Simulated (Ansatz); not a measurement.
Correcting a cheap level on S-containing molecules

The atomisation enthalpy at 298 K in kJ/mol of 7 S-containing molecules: x at B2PLYP/def2-TZVPP, y from tabulated heats of molecules and atoms (CRC Handbook of Chemistry and Physics). Shapes, held fixed at every level: PBE0-D4/def2-TZVP. Flexible molecules stand in one conformer, not always the lowest. Computed values hold a harmonic thermal term (PBE0-D4/def2-TZVP) and the atoms' spin-orbit lowering. Programs: Ansatz 0.2.0.

| molecule | x (kJ/mol) | y (kJ/mol) |
| --- | --- | --- |
| C2H5NS (thioacetamide) | 3229 | 3262 |
| C2H6OS (dimethyl sulfoxide) | 3368 | 3419 |
| C3H6S (thietane) | 3625 | 3675 |
| C2H6O2S (dimethyl sulfone) | 3822 | 3890 |
| C4H6S (2,3-dihydrothiophene) | 4316 | ? |
| C4H10OS (diethyl sulfoxide) | 5692 | 5779 |
| C5H10S (thiane) | 6024 | 6105 |

**Question.** Fit y = c + s·x to the known rows and predict y for C4H6S.

**Answer.** 
1. Means of the 6 rows: x = 4293.33, y = 4355.0.
2. Σ(Δx)² = 7609347, Σ(Δx·Δy) = 7723433, so the slope is 7723433/7609347 = 1.015.
3. Intercept: 4355.0 − (1.015) × 4293.33 = -2.7. The largest residual of the fit is 13.
4. C4H6S: -2.7 + 1.015 × 4316 = 4378 kJ/mol.

The tabulated heats give 4362 kJ/mol, so the prediction is off by +16 kJ/mol, about the largest residual. Uncorrected, B2PLYP/def2-TZVPP misses it by -46 kJ/mol, and the other rows by 62 on average. The line overshoots: the miss goes from -46 to +16. Left out in turn, the other rows are missed by 11 kJ/mol on average, so much of the error is systematic among these molecules.

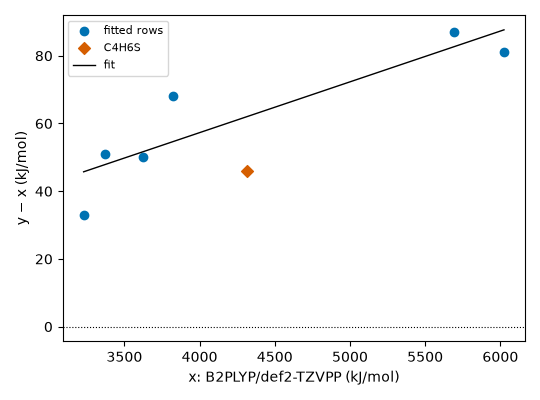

The correction y − x against x, with the fitted line and the withheld molecule.
